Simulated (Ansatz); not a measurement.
CH$_{7}$GaO$_{4}$ (SMILES C[OH+][Ga-]([OH])([OH])[OH])

```xyz
13

C     1.0154   -1.6117    0.4918
O     1.0071   -0.2341    0.1052
Ga   -0.7758    0.8473   -0.0153
O    -1.9661   -0.4917    0.0889
O    -0.2081    1.3016   -1.6853
O    -0.7548    1.9963    1.3555
H     2.0138   -2.0261    0.3461
H     0.2703   -2.1778   -0.0680
H     0.7600   -1.6405    1.5487
H     1.2805   -0.1237   -0.8167
H    -2.3489   -0.6945   -0.7664
H    -0.2709    2.2306   -1.9082
H    -0.0021    2.5894    1.3384
```

Geometry: PBE0-D4/def2-TZVP.

Level of theory: RKS PBE0-D4/def2-TZVPP in Ansatz 0.2.0.

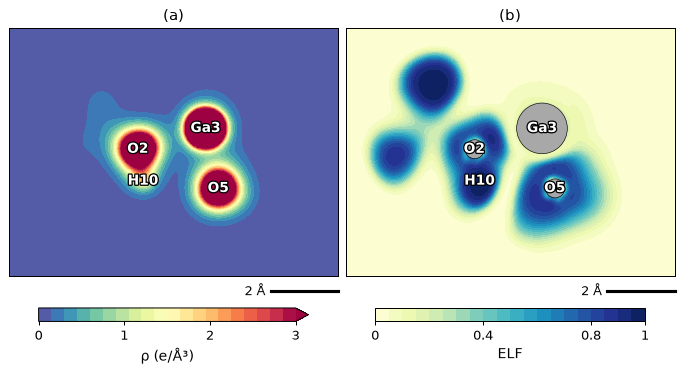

Figure 1. (a) electron density; (b) electron localisation function on the plane of atoms O2, Ga3 and O5. Grey discs cover the atomic cores in the ELF map.

What do the fields say about this system?

Answer.
- Atoms in the plane: O, Ga and H.
- O–H (0.97 Å): the density is about 3.9 e/Å³ at the midpoint; the ELF climbs to about 1 towards the hydrogen, as it does in any bond to H: a covalent bond by its length.
- The ELF also peaks beside O5, away from the bonds: lone-pair regions.

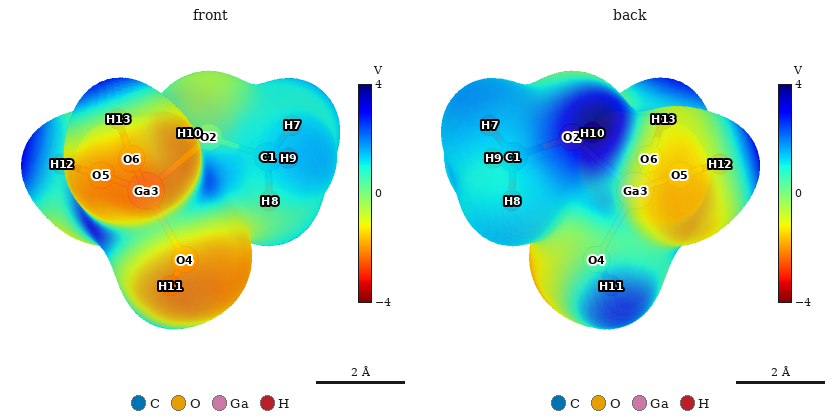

Figure 2. The molecular electrostatic potential painted on the density surface at 0.004 e/bohr³, seen from the front and from behind; the colour scale runs from red (negative) to blue (positive).

Describe the electrostatic potential map.

Answer. The most negative region (about −2.3 V) lies over O4 and O6, the most positive (about +3.6 V) over H10.

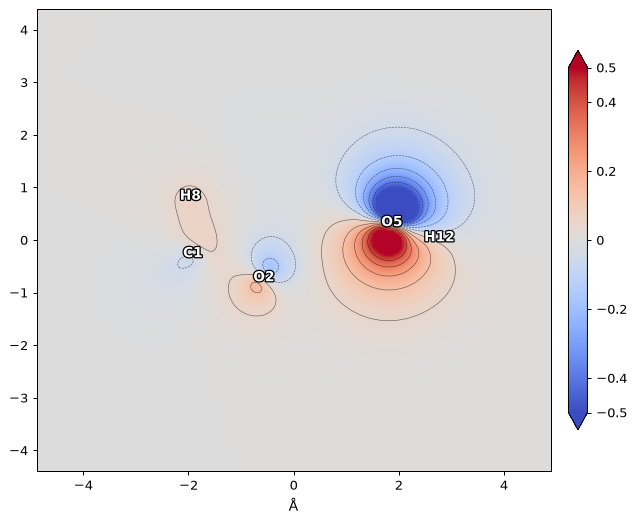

Figure 3. The HOMO−1 on the plane of atoms O2, C1 and H8 (values in Å⁻³ᐟ²; the overall sign is arbitrary).

Where does this orbital lie, and at what energy?

Answer. It lies mainly on O5 (about 50 %), O4 (about 20 %), O6 (about 15 %) and Ga3 (about 10 %); largely a combination of lone pairs on O5, O4 and O6. Its energy is −8.26 eV.
